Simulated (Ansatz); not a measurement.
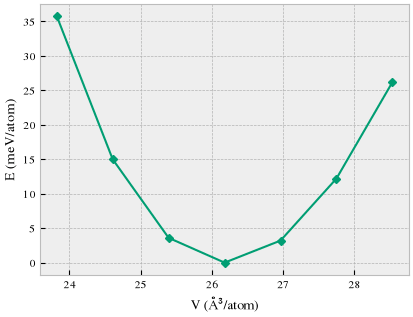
Mg3Sb2 (La2O3 or Ni2Al3 type, P-3m1) under volume change, r²SCAN in the plane-wave PAW code Ansatz, shape and atoms relaxed at each volume.

Task: What does a third-order Birch–Murnaghan fit give for V₀, B₀ and B′?

Result: V₀ = 26.18 Å³/atom, B₀ = 45.9 GPa, B′ = 4.2.

Symmetry was held in the r²SCAN relaxation. Scalar-relativistic: spin–orbit coupling is off unless named, which matters more the heavier the elements.

Potentials: the later of the program's two PAW sets.
